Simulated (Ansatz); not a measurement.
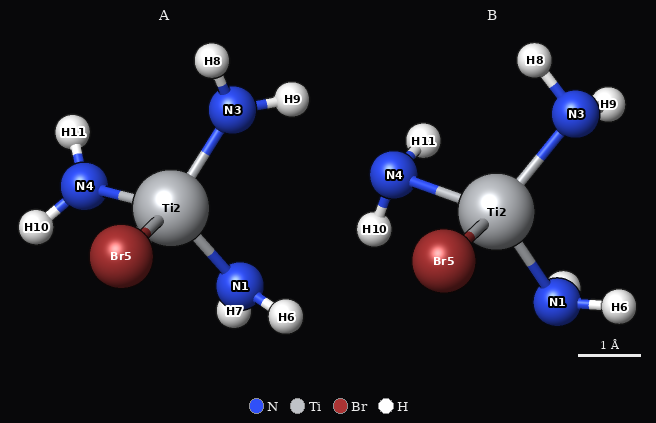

Two geometries of TiN3H6Br (coarse preliminary run), drawn at one scale. One is the start of a relaxation, the other its converged end. The picture is a ball-and-stick view, seen at a tilt.

Method: Ansatz 0.2.0, RKS PBE-D4/def2-SVP. Set-up: force threshold 0.03 eV/Å; at most 200 steps.

### Which of the two is the end point?

Structure A is the relaxed one. The start comes from a force field. The largest moves after the best rigid fit, 0.41 Å, are those of N4 and H11. Largest moves by element: H 0.41 Å, N 0.40 Å, Br 0.22 Å, Ti 0.15 Å. Near-neighbour distances that change, for instance: Ti2–N4 2.091 → 1.874 Å, Ti2–N3 2.043 → 1.874 Å, N1–Ti2 1.993 → 1.874 Å, Ti2–Br5 2.497 → 2.418 Å. Bond angles that change, for instance: Ti2–N4–H11 101.3° → 127.6°, Ti2–N4–H10 103.2° → 121.8°, Ti2–N1–H7 109.9° → 127.7°. After 5 geometry steps the energy has fallen by 148.7 kJ/mol. Largest force component: 3.3 eV/Å at the start, 0.027 eV/Å at the end.
